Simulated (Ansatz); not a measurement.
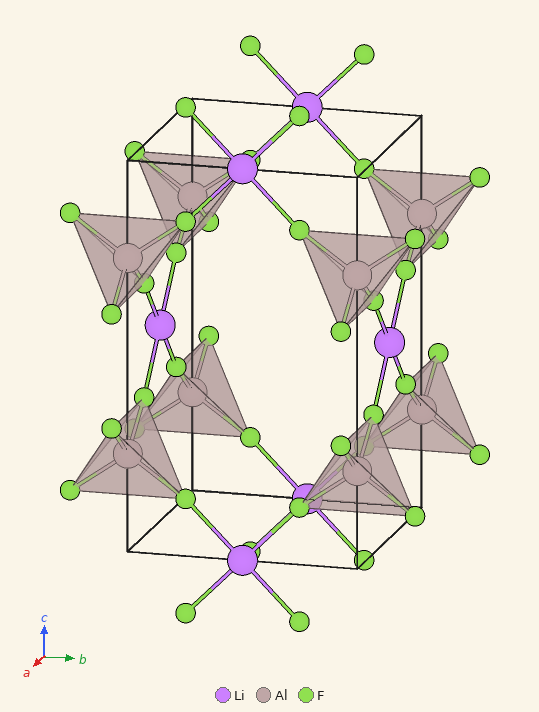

Shown here is a polyhedral view of the crystal, taken slightly off an axis. The lines enclose the conventional unit cell; boundary atoms appear with their images. A few atoms beyond the faces are included.

LiAlF4, space group P4_2/mmc (No. 131), a = 5.502 Å, b = 5.502 Å, c = 9.382 Å, α = 90.00°, β = 90.00°, γ = 90.00°. The structure comes from a structure type filled with these elements by a generator (whether the compound takes this form wasn't checked). Earlier steps of the study may have refined or changed the cell and positions. Ansatz was used for an electronic-structure calculation on it.

This one geometry was computed with Ansatz (DFT, plane waves, PAW) at three levels of theory: r2SCAN, PBE and LDA.

### Which level gives the highest pressure at this volume, and what does that say about its equilibrium volume?

Highest: PBE (0.0 GPa), which points to the largest equilibrium volume. Lowest, with the smallest volume: LDA (-2.6 GPa). Levels within 0.5 GPa of each other can't be told apart.

### How does the band gap change with the level of theory?

PBE: a gap of 6.66 eV, indirect; LDA: a gap of 6.71 eV, indirect; r2SCAN: a gap of 7.62 eV, indirect.

### Collect the results in a table.

| level | cutoff (eV) | k-mesh of the run's cell | gap (eV) | pressure (GPa) |
| --- | --- | --- | --- | --- |
| r2SCAN | 500 | 4×4×4 | 7.62 | -1.5 |
| PBE | 420 | 4×4×4 | 6.66 | 0.0 |
| LDA | 420 | 4×4×4 | 6.71 | -2.6 |

Gaps are taken on the k-mesh or band path of each run.
